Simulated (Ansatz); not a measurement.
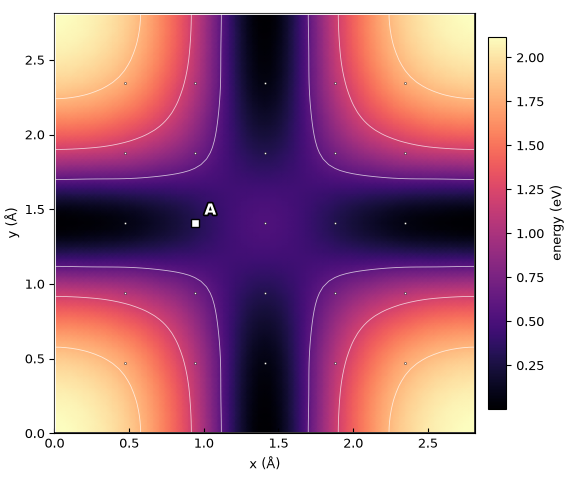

O on an Al(100) slab cut from the Fm-3m phase, its upper half relaxed before the scan (12 atoms of substrate and one adsorbate in a 2 × 2 cell). O is moved over the surface cell; relaxed at each place: the height of the adsorbate's atoms; substrate rigid; the origin of the map has the adsorbate above Al9. Places are given modulo a cell vector. The map is drawn in real space over the plane of the surface. The grid has 6 × 6 points; 10 points were computed and 26 follow by symmetry. Places are given in fractions of the 1 × 1 surface cell. All energies are given in eV relative to the lowest grid point. All numbers below come from DFT LDA, scalar-relativistic, plane waves, PAW in Ansatz 0.2.0. Settings: cutoff 420 eV, k-mesh 5×5×1, gaussian smearing 0.1 eV, no spin polarisation.

The picture shows a smooth colour map with a few white contour lines, dots at the grid points, the outline of one cell of the plane, the point A. Between grid points the surface is interpolated.

**Is A at rest? If not, where is it pushed?**

A, at (2/6, 3/6) of the cell vectors, is not a stationary point. The computed force is 0.64 eV/Å in the plane, pointing left in the picture (components −0.64 and 0.00 eV/Å).
